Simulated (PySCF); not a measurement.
```
atom    x (Å)    y (Å)    z (Å)
   F   2.2846   0.3146  -1.3020
   C   1.8871   0.1323  -0.0068
   F   2.4050   1.1390   0.7311
   C   0.3903   0.1082   0.0746
   C  -0.4633  -0.9498  -0.3351
   C  -1.7390  -0.4665  -0.1068
   N  -1.5797   0.7857   0.4006
   N  -0.3013   1.1543   0.5178
   H   2.3296  -0.8204   0.3370
   H  -0.1856  -1.9185  -0.7426
   H  -2.7212  -0.9077  -0.2598
   H  -2.3064   1.4290   0.6919
```

Geometry: B3LYP-D3(BJ)/def2-SVP.

These are results of PBE0/pcSseg-1, SCF density, in a tetrahydrofuran solvent model, non-relativistic in PySCF 2.14.0, not measurements.

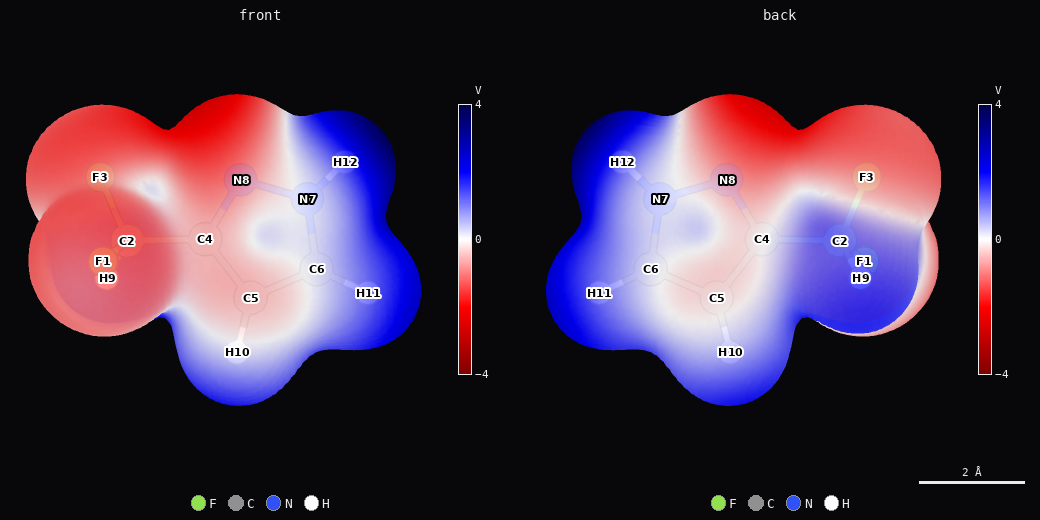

C₄H₄F₂N₂ (SMILES FC(F)c1cc[nH]n1). The molecular electrostatic potential painted on the density surface at 0.004 e/bohr³, seen from the front and from behind; the colour scale runs from red (negative) to blue (positive).

**Describe the electrostatic potential map.**

The most negative region (about −2.4 V, or −55 kcal/mol for a unit charge) lies over N8, the most positive (about +3.7 V, or +85 kcal/mol for a unit charge) over H12. N8 is the likeliest acceptor of a hydrogen bond.
